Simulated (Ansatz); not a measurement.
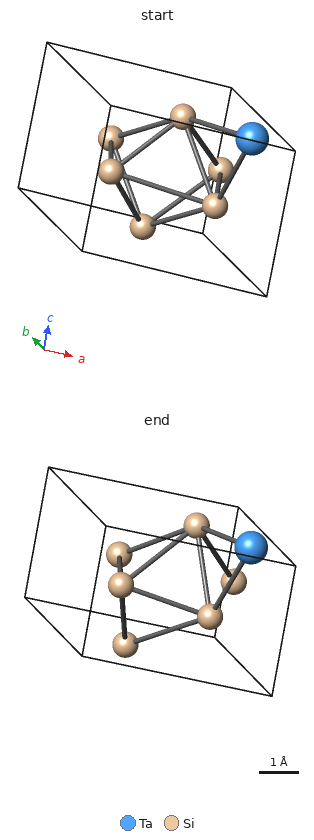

The structure of crystalline TaSi₆ (a generated structure, set up in P1) (coarse preliminary run) before (top) and after (bottom) a relaxation, at one scale.

Style: ball-and-stick. Shown: the cell of the calculation, slightly off an axis.

All numbers below come from DFT PBE, scalar-relativistic, plane waves, PAW (Ansatz). (plane-wave cutoff 420 eV; k-point mesh 4 × 4 × 4; occupations gaussian; smearing width 0.1 eV; no spin polarisation; cell and atoms relaxed; force threshold 0.04 eV/Å; at most 70 steps)

Question: What changed between the two?

Answer: The atom that moves furthest relative to the cell is a Si atom (0.63 Å along [−2 −1 −2]). Largest moves by element: Si 0.63 Å, Ta 0.21 Å. The drawn cell changes as follows: a 5.123 → 5.300 Å (+3.5 %), b 5.213 → 5.277 Å (+1.2 %), c 5.290 → 5.073 Å (−4.1 %), α 116.3° → 121.6°, β 104.0° → 105.6°, γ 95.3° → 90.1°; the volume changes by −4.1 %. Near-neighbour distances that change, for instance: Si–Si 3.262 → 2.451 Å, Si–Si 2.588 → 3.385 Å, Si–Si 3.142 → 2.627 Å, Si–Si 3.284 → 2.821 Å. Among the angles between lasting bonds that change: Ta–Si–Si 144.2° → 110.6°, Ta–Si–Si 122.8° → 153.7°, Si–Si–Si 98.1° → 78.0°. The space group stays P1 (No. 1). The energy falls by 191 meV per atom in 9 accepted moves (11 points after the start). Largest force component: 1.3 eV/Å at the start, 0.016 eV/Å at the end. The pressure goes from 0.60 to 0.00 GPa. The line search rejected the trial step at point 6 of the run. At 1 point the geometry stayed and the basis and grid were re-selected for the new cell (energy shift of 0.2 meV per atom at most each time). Cost: 2.2 min on 1 thread of Arm Neoverse V2, with other jobs on the host, peak memory 0.39 GiB.
